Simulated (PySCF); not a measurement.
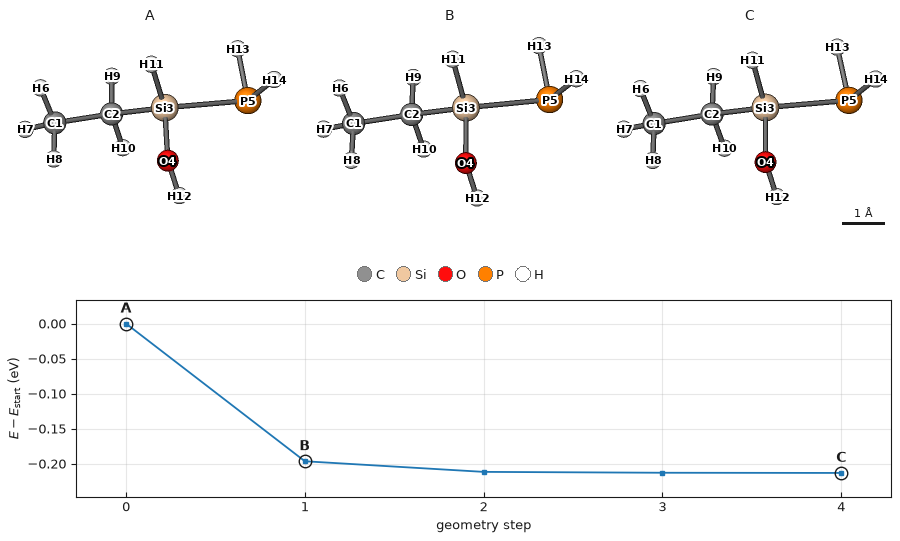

Frames of a relaxation of C2H9OPSi, marked on the history of the run. Style: ball-and-stick. Shown from a free direction.

The start comes from GFN2-xTB. Its atoms were then displaced at random by about 0.01 Å.

Theory: PBE0-D3(BJ)/def2-SVP geometry optimisation, gas phase (PySCF). 

Q: What happens along the run?

A: The energy falls by 0.213 eV in 4 geometry steps. The largest move after the best rigid fit is that of H11, 0.14 Å. By element the largest moves are H 0.14 Å, O 0.07 Å, P 0.03 Å, Si 0.02 Å, C 0.02 Å. Near-neighbour distances that change, for instance: P5–H14 1.373 → 1.428 Å, Si3–O4 1.617 → 1.672 Å, P5–H13 1.390 → 1.429 Å, C1–H6 1.071 → 1.101 Å. Bond angles that change, for instance: Si3–O4–H12 122.9° → 116.4°, O4–Si3–H11 100.4° → 104.3°, H6–C1–H8 110.3° → 107.0°. From step 0 to 1: H11 moves most (0.19 Å), energy −0.196 eV. From step 1 to 4: H13 moves most (0.06 Å), energy −0.017 eV.

```csv
step,"E − E(0), eV"
0,0.0000
1,-0.1964
2,-0.2116
3,-0.2128
4,-0.2131
```
